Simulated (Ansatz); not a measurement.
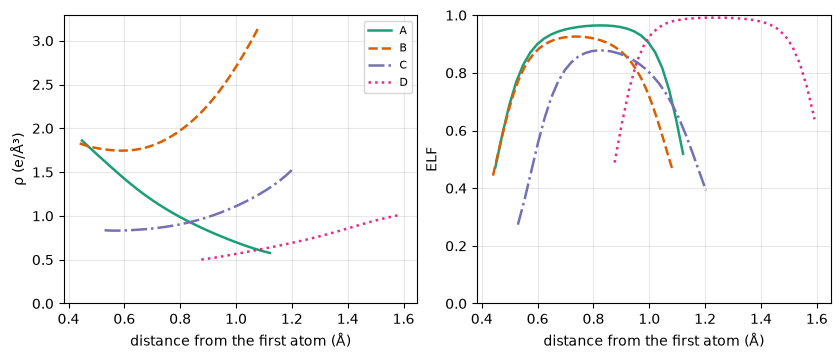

CH₆AlBBrN (SMILES N[CH2][AlH][BH]Br). Total electron density and ELF along straight lines between neighbouring atoms. The curves leave out the atomic cores.

Method: Ansatz, RKS PBE0-D4/def2-SVP.

Input file:

```
crystal:
  periodic: [false, false, false]
  atoms:
    - { symbol: "N", position_ang: [-0.6562, 1.5114, 1.4112] }
    - { symbol: C, position_ang: [-0.6196, 0.9285, 0.0851] }
    - { symbol: Al, position_ang: [0.3698, -0.7803, 0.1925] }
    - { symbol: B, position_ang: [0.7661, -1.9134, -1.4911] }
    - { symbol: Br, position_ang: [1.7143, -3.6465, -1.3896] }
    - { symbol: H, position_ang: [-1.64967, 1.19695, 1.83316] }
    - { symbol: H, position_ang: [0.03741, 1.04675, 2.03414] }
    - { symbol: H, position_ang: [-1.5971, 0.716, -0.2943] }
    - { symbol: H, position_ang: [-0.1065, 1.6293, -0.591] }
    - { symbol: H, position_ang: [0.9952, -1.264, 1.6323] }
    - { symbol: H, position_ang: [0.2447, -1.5633, -2.5027] }
basis:
  gaussian: { orbitals: def2-SVP }
hamiltonian:
  xc: pbe0
  dispersion: d4
relax:
  f_tol: 0.015
  max_steps: 40
output:
  orbitals: {}
```

Command:

```sh
ansatz run input.yaml --threads 2 --pin off --max-ram 3072MiB --backend cpu --events-out ev --progress --plain --runs-dir out
```

The fields are those of the run's last geometry, not of the input's.

**Which curve belongs to which contact (Al–B, B–Br, C–Al and C–N)? The first atom named is at distance zero.**

Curve A: C–Al (1.99 Å): ρ at the midpoint is about 0.7 e/Å³; the ELF peaks at about 0.95 between the atoms (a polar covalent bond). Curve B: C–N (1.47 Å): ρ is about 1.8 e/Å³ halfway; the ELF peaks at about 0.95 between the atoms; localised, covalent bonding. Curve C: B–Br (1.92 Å): ρ at the midpoint is about 1.1 e/Å³, with its minimum of 0.83 e/Å³ about 0.6 Å from B; the ELF peaks at about 0.90 between the atoms, as expected for a polar covalent bond. Curve D: Al–B (2.12 Å): ρ at the midpoint is about 0.6 e/Å³; the ELF peaks at about 1 between the atoms: a covalent bond.
